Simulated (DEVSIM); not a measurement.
System: Si p-n junction from an implanted or diffused profile, at 250 K.

| layer (left to right) | material | thickness (μm) | Nd (cm⁻³) | τn (s) | τp (s) |
|---|---|---|---|---|---|
| 1 | Si | 30.0 | 1.8e14 | 0.00013 | 0.00013 |

Added acceptor profile: 1.2e15 cm⁻³ × exp(−(x − 0 μm)²/(2·(0.021 μm)²)). Left contact: ohmic. Right contact: ohmic. Voltage is applied to the left contact. Recombination: SRH at mid-gap. Mobility is μmin + (μ − μmin)/(1 + (N/Nref)^α).

This is a model device: material constants are rounded textbook-type values typed into the input, and sizes, dopings and lifetimes were drawn at random. Values at 300 K; Nc and Nv go as T^1.5, mobilities as T to minus their exponent, the gap by Varshni's rule with the affinity fixed.

| parameter | Si |
|---|---|
| gap (eV) | 1.124 |
| affinity (eV) | 4.05 |
| permittivity | 11.7 |
| Nc (cm⁻³) | 2.86e19 |
| Nv (cm⁻³) | 3.1e19 |
| μn (cm²/Vs) | 1417 |
| μp (cm²/Vs) | 470 |
| μn,min | 52 |
| μp,min | 45 |
| Nref,n | 9.7e16 |
| Nref,p | 2.2e17 |
| αn | 0.68 |
| αp | 0.72 |
| T exponent of μn | 2.3 |
| T exponent of μp | 2.2 |
| Varshni α (eV/K) | 0.000473 |
| Varshni β (K) | 636 |

Simulated with DEVSIM: 1D drift-diffusion, Boltzmann statistics, complete ionisation; no tunnelling, impact ionisation, image-force lowering or self-heating.

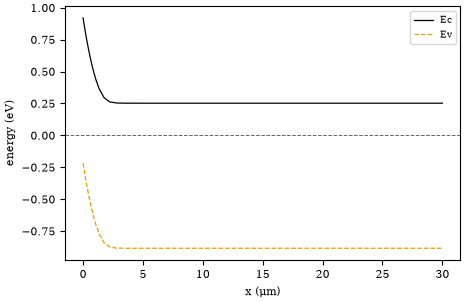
Figure. Band edges at zero bias

Energies count from the Fermi level of the right contact; mesh points crowd at the junctions.

| x (μm) | Ec (eV) | Ev (eV) | n (cm⁻³) | p (cm⁻³) | field (V/cm) |
|---|---|---|---|---|---|
| 0.000 | 0.920 | -0.216 | < 1e2 | 1.0e15 | -6100 |
| 0.01813 | 0.909 | -0.228 | < 1e2 | 6.1e14 | -6100 |
| 0.03318 | 0.899 | -0.237 | < 1e2 | 4.0e14 | -6100 |
| 0.04914 | 0.890 | -0.246 | < 1e2 | 2.6e14 | -6000 |
| 0.06972 | 0.878 | -0.259 | < 1e2 | 1.4e14 | -5900 |
| 0.08568 | 0.868 | -0.268 | < 1e2 | 9.4e13 | -5800 |
| 0.1023 | 0.859 | -0.277 | 110 | 6.0e13 | -5700 |
| 0.1521 | 0.831 | -0.306 | 390 | 1.6e13 | -5600 |
| 0.2370 | 0.784 | -0.352 | 3400 | 1.9e12 | -5300 |
| 0.4289 | 0.687 | -0.449 | 310000 | 2.1e10 | -4800 |
| 0.8474 | 0.511 | -0.626 | 1.1e9 | 5800000 | -3600 |
| 2.230 | 0.262 | -0.874 | 1.1e14 | < 1e2 | -340 |
| 4.775 | 0.252 | -0.884 | 1.8e14 | < 1e2 | ≈ 0 |
| 9.913 | 0.252 | -0.884 | 1.8e14 | < 1e2 | ≈ 0 |
| 21.53 | 0.252 | -0.884 | 1.8e14 | < 1e2 | ≈ 0 |
| 26.11 | 0.252 | -0.884 | 1.8e14 | < 1e2 | ≈ 0 |
| 28.22 | 0.252 | -0.884 | 1.8e14 | < 1e2 | ≈ 0 |
| 29.19 | 0.252 | -0.884 | 1.8e14 | < 1e2 | ≈ 0 |
| 29.72 | 0.252 | -0.884 | 1.8e14 | < 1e2 | ≈ 0 |
| 29.88 | 0.252 | -0.884 | 1.8e14 | < 1e2 | ≈ 0 |
| 29.96 | 0.252 | -0.884 | 1.8e14 | < 1e2 | ≈ 0 |
| 30.00 | 0.252 | -0.884 | 1.8e14 | < 1e2 | ≈ 0 |
